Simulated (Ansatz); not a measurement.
# NH₄+ with CH₃F: superposition error and deformation, part 3 of 3

Ansatz 0.2.0, Gaussian basis.

## 23. BLYP-D4/def2-TZVPPD

The inputs:

free-a/in.yaml

```yaml
crystal:
  periodic: [false, false, false]
  atoms:
    - {symbol: N, position_ang: [0.035737, 0.008649, -1.942547]}
    - {symbol: H, position_ang: [0.015755, 0.021722, -0.919236]}
    - {symbol: H, position_ang: [-0.579321, -0.733800, -2.286364]}
    - {symbol: H, position_ang: [0.992260, -0.164984, -2.262942]}
    - {symbol: H, position_ang: [-0.285745, 0.911661, -2.301650]}
basis:
  gaussian: {orbitals: "def2-TZVPPD.json"}
total_charge: 1
hamiltonian: {xc: {name: BLYP}, dispersion: d4}
```

free-b/in.yaml

```yaml
crystal:
  periodic: [false, false, false]
  atoms:
    - {symbol: C, position_ang: [-0.034072, -0.028065, 2.000278]}
    - {symbol: F, position_ang: [-0.072142, 0.410241, 0.696174]}
    - {symbol: H, position_ang: [-0.122131, 0.831374, 2.668742]}
    - {symbol: H, position_ang: [0.914416, -0.540176, 2.177521]}
    - {symbol: H, position_ang: [-0.864857, -0.716723, 2.170125]}
basis:
  gaussian: {orbitals: "def2-TZVPPD.json"}
hamiltonian: {xc: {name: BLYP}, dispersion: d4}
```

The same command starts each run, in its folder.

Run with:

```console
> ansatz run in.yaml --threads 4 --pin off --events-out ev --progress --plain --max-ram 9574MiB
```

Output in free-a (excerpt; [...] marks lines left out):

```text
Functional definition: BLYP
  name "BLYP"
  cite "Becke, Phys. Rev. A 38, 3098 (1988) doi:10.1103/PhysRevA.38.3098"
  cite "Lee, Yang & Parr, Phys. Rev. B 37, 785 (1988) doi:10.1103/PhysRevB.37.785"
[...]
415 factors; their error is unknown
[...]
mean field -1548.25647745 eV, -56.8973761004 hartree, gradient 7.7e-5 eV, S^2 0.000000; 0 other end points of the search recorded, 0 dependent functions left out
reference -1548.25665754 eV, -56.8973827185 hartree; 5, 5 occupied and 100, 100 virtual orbitals, 415 factors
Total energy: -1548.28237996 eV, -56.8983280001 hartree
```

free-b printed (excerpt; [...] marks lines left out):

```text
[... 4 set-up lines as earlier in the session ...]
[...]
548 factors; their error is unknown
[...]
mean field -3803.43405286 eV, -139.7736233823 hartree, gradient 3.0e-5 eV, S^2 0.000000; 0 other end points of the search recorded, 0 dependent functions left out
reference -3803.43434873 eV, -139.7736342553 hartree; 9, 9 occupied and 119, 119 virtual orbitals, 548 factors
Total energy: -3803.50281563 eV, -139.7761503677 hartree
```

Wall times: 0.3 s (free-a), 0.45 s (free-b) on 4 threads of Arm Neoverse V2, shared host.

## 24. revPBE-D4/def2-TZVPPD

Each input of step 23 (free-a, free-b) changes in the same lines:

```diff
-hamiltonian: {xc: {name: BLYP}, dispersion: d4}
+hamiltonian: {xc: {name: revPBE}, dispersion: d4}
```

Each run has its own folder and the same command.

Run with:

```console
> ansatz run in.yaml --threads 4 --pin off --events-out ev --progress --plain --max-ram 9574MiB
```

Output in free-a (excerpt; [...] marks lines left out):

```text
[... 4 set-up lines as earlier in the session ...]
[...]
415 factors; their error is unknown
[...]
mean field -1548.54962250 eV, -56.9081489821 hartree, gradient 6.2e-5 eV, S^2 0.000000; 0 other end points of the search recorded, 0 dependent functions left out
reference -1548.54964787 eV, -56.9081499145 hartree; 5, 5 occupied and 100, 100 virtual orbitals, 415 factors
Total energy: -1548.60063779 eV, -56.9100237594 hartree
```

free-b printed (excerpt; [...] marks lines left out):

```text
[... 4 set-up lines as earlier in the session ...]
[...]
548 factors; their error is unknown
[...]
mean field -3803.01298547 eV, -139.7581494413 hartree, gradient 4.7e-5 eV, S^2 0.000000; 0 other end points of the search recorded, 0 dependent functions left out
reference -3803.01303702 eV, -139.7581513358 hartree; 9, 9 occupied and 119, 119 virtual orbitals, 548 factors
Total energy: -3803.14042926 eV, -139.7628329143 hartree
```

Times: 0.3 s (free-a), 0.4 s (free-b) on 4 threads of Arm Neoverse V2, shared host.

## 25. B97M-V/def2-TZVPPD

The same edit goes into each in.yaml of step 24 (free-a, free-b):

```diff
-hamiltonian: {xc: {name: revPBE}, dispersion: d4}
+hamiltonian: {xc: {name: B97M-V}}
```

The same command starts each run, in its folder.

Run with:

```console
> ansatz run in.yaml --threads 4 --pin off --events-out ev --progress --plain --max-ram 9574MiB
```

free-a printed (excerpt; [...] marks lines left out):

```text
[... 5 set-up lines as earlier in the session ...]
  # Of w^i u^j: cxij and so on, Table III.
[...]
  gx(w, u) = cx00 + cx01*u + cx02*u^2 + (cx10 + cx11*u)*w
[...]
  gos(w, u) = cos00 + cos01*u + cos03*u^3 + cos10*w + cos32*w^3*u^2
[...]
      + integral(e_c_pw_mod_opposite_spin*gos(b97_w_opposite, b97_u_opposite)) + vv10(b, c)
415 factors; their error is unknown
[...]
mean field -1548.62457777 eV, -56.9109035378 hartree, gradient 3.0e-5 eV, S^2 0.000000; 0 other end points of the search recorded, 0 dependent functions left out
reference -1548.62460677 eV, -56.9109046034 hartree; 5, 5 occupied and 100, 100 virtual orbitals, 415 factors
Total energy: -1548.62460677 eV, -56.9109046034 hartree
```

Output in free-b (excerpt; [...] marks lines left out):

```text
[... 5 set-up lines as earlier in the session ...]
  # Of w^i u^j: cxij and so on, Table III.
[...]
  gx(w, u) = cx00 + cx01*u + cx02*u^2 + (cx10 + cx11*u)*w
[...]
  gos(w, u) = cos00 + cos01*u + cos03*u^3 + cos10*w + cos32*w^3*u^2
[...]
      + integral(e_c_pw_mod_opposite_spin*gos(b97_w_opposite, b97_u_opposite)) + vv10(b, c)
548 factors; their error is unknown
[...]
mean field -3803.19187835 eV, -139.7647236334 hartree, gradient 2.5e-5 eV, S^2 0.000000; 0 other end points of the search recorded, 0 dependent functions left out
reference -3803.19193335 eV, -139.7647256546 hartree; 9, 9 occupied and 119, 119 virtual orbitals, 548 factors
Total energy: -3803.19193335 eV, -139.7647256546 hartree
```

Wall times: 0.75 s (free-a), 1.3 s (free-b) on 4 threads of Arm Neoverse V2, shared host.

## 26. HSE06-D4/def2-TZVPPD

Each input of step 25 (free-a, free-b) changes in the same lines:

```diff
-hamiltonian: {xc: {name: B97M-V}}
+hamiltonian: {xc: hse06, dispersion: d4}
```

The same command starts each run, in its folder.

Run with:

```console
> ansatz run in.yaml --threads 4 --pin off --events-out ev --progress --plain --max-ram 9574MiB
```

Log of free-a (excerpt; [...] marks lines left out):

```text
[... 6 set-up lines as earlier in the session ...]
[...]
415 factors; their error is unknown
54 factors; integrals over basis functions are off by at most 2.4e-6 eV
[...]
mean field -1547.06637815 eV, -56.8536407578 hartree, gradient 7.5e-5 eV, S^2 0.000000; 0 other end points of the search recorded, 0 dependent functions left out
reference -1547.06639901 eV, -56.8536415242 hartree; 5, 5 occupied and 100, 100 virtual orbitals, 415 factors
Total energy: -1547.07408644 eV, -56.8539240322 hartree
```

free-b printed (excerpt; [...] marks lines left out):

```text
[... 6 set-up lines as earlier in the session ...]
[...]
548 factors; their error is unknown
55 factors; integrals over basis functions are off by at most 5.1e-6 eV
[...]
mean field -3800.06201537 eV, -139.6497032904 hartree, gradient 2.0e-5 eV, S^2 0.000000; 0 other end points of the search recorded, 0 dependent functions left out
reference -3800.06205377 eV, -139.6497047015 hartree; 9, 9 occupied and 119, 119 virtual orbitals, 548 factors
Total energy: -3800.08291449 eV, -139.6504713190 hartree
```

They took 0.35 s (free-a), 0.55 s (free-b) on 4 threads of Arm Neoverse V2, shared host.

## 27. CCSD(T)/def2-TZVPPD

Each input of step 26 (free-a, free-b) changes in the same lines:

```diff
-hamiltonian: {xc: hse06, dispersion: d4}
+correlation: {method: ccsd_t}
```

One command serves all of them, each in its own folder.

Run with:

```console
> ansatz run in.yaml --threads 4 --pin off --events-out ev --progress --plain --max-ram 9574MiB
```

Log of free-a (excerpt; [...] marks lines left out):

```text
[... 4 set-up lines as earlier in the session ...]
[...]
585 factors; integrals over basis functions are off by at most 6.6e-4 eV
[...]
mean field -1539.24141797 eV, -56.5660787749 hartree, gradient 1.8e-6 eV, S^2 0.000000; 0 other end points of the search recorded, 0 dependent functions left out
1 core orbitals not correlated: weight in the atoms' cores, before any rotation towards them, 1.000 or more for the frozen orbitals, at most 0.000 for the correlated occupied ones
reference -1539.24141797 eV, -56.5660787749 hartree; 4, 4 occupied and 100, 100 virtual orbitals, 585 factors
second order -6.22971188 eV of doubles, -0.00000000 eV of singles
cycle   1  -6.49985349 eV  change   -2.7e-1 eV  update   3.6e-2
[...]
cycle   8  -6.64839264 eV  change   -2.0e-6 eV  update   1.1e-6
perturbative correction -0.17891479 eV, -0.0065749973 hartree
Total energy: -1546.06872539 eV, -56.8169776951 hartree
```

Log of free-b (excerpt; [...] marks lines left out):

```text
[... 4 set-up lines as earlier in the session ...]
[...]
753 factors; integrals over basis functions are off by at most 8.6e-4 eV
[...]
mean field -3785.18847966 eV, -139.1031109347 hartree, gradient 1.2e-6 eV, S^2 0.000000; 0 other end points of the search recorded, 0 dependent functions left out
2 core orbitals not correlated: weight in the atoms' cores, before any rotation towards them, 1.000 or more for the frozen orbitals, at most 0.000 for the correlated occupied ones
reference -3785.18847966 eV, -139.1031109347 hartree; 7, 7 occupied and 119, 119 virtual orbitals, 753 factors
second order -11.83512873 eV of doubles, -0.00000000 eV of singles
cycle   1  -11.97856751 eV  change   -1.4e-1 eV  update   6.6e-2
[...]
cycle   9  -12.28480888 eV  change   -1.3e-6 eV  update   4.7e-6
perturbative correction -0.36658119 eV, -0.0134716103 hartree
Total energy: -3797.83986974 eV, -139.5680409445 hartree
```

Times: 0.55 s (free-a), 1.5 s (free-b) on 4 threads of Arm Neoverse V2, shared host; peak memory 0.49 GiB.

## 28. The split

| method | interaction with counterpoise (kJ/mol) | without | superposition error | deformation | binding energy |
| --- | --- | --- | --- | --- | --- |
| PBE-D4 | -68.74 | -68.95 | 0.21 | 1.08 | -67.67 |
| revPBE-D4 | -63.22 | -63.44 | 0.22 | 0.35 | -62.87 |
| BLYP-D4 | -67.69 | -67.90 | 0.21 | -0.64 | -68.33 |
| r2SCAN-D4 | -68.67 | -68.87 | 0.20 | 2.29 | -66.39 |
| B97M-V | -68.29 | -68.52 | 0.23 | 3.60 | -64.68 |
| PBE0-D4 | -70.08 | -70.27 | 0.19 | 3.79 | -66.29 |
| B3LYP-D4 | -70.34 | -70.53 | 0.19 | 1.92 | -68.42 |
| HSE06-D4 | -69.93 | -70.12 | 0.19 | 3.81 | -66.12 |
| wB97X-V | -68.63 | -68.82 | 0.19 | 2.50 | -66.13 |
| wB97M-V | -68.74 | -68.93 | 0.19 | 2.54 | -66.20 |
| B2PLYP | -68.17 | -68.98 | 0.81 | 2.11 | -66.06 |
| Hartree-Fock | -64.18 | -64.35 | 0.17 | 6.55 | -57.63 |
| MP2 | -67.04 | -69.38 | 2.34 | 2.51 | -64.53 |
| CCSD | -66.19 | -68.36 | 2.17 | 3.24 | -62.95 |
| CCSD(T) | -66.75 | -69.14 | 2.39 | 2.40 | -64.35 |

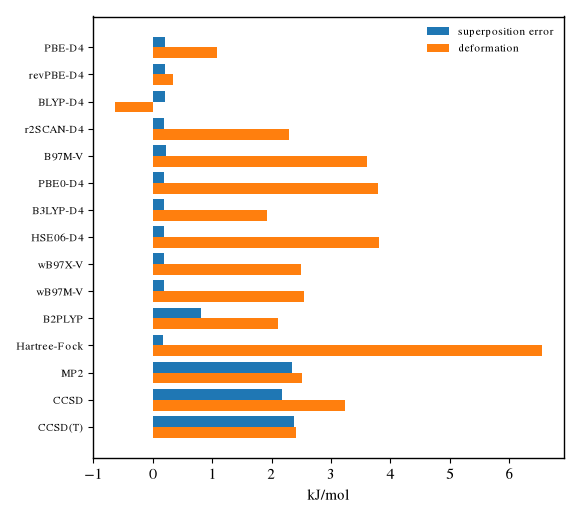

Superposition error and deformation energy by method.

## 29. What came out

What follows sums up all 3 parts.

| quantity | value |
| --- | --- |
| interaction, CCSD(T) | -66.75 kJ/mol |
| superposition error | 2.39 kJ/mol |
| deformation | 2.40 kJ/mol |
| binding energy | -64.35 kJ/mol |

In this basis the superposition error is 2.39 kJ/mol for CCSD(T) and 0.20 kJ/mol on average for the plain functionals: correlated methods borrow far more, since they need many more functions to converge. Deformation takes back 4 % of the interaction. The free shapes are PBE0-D4 minima, so other methods can show a small negative deformation energy.
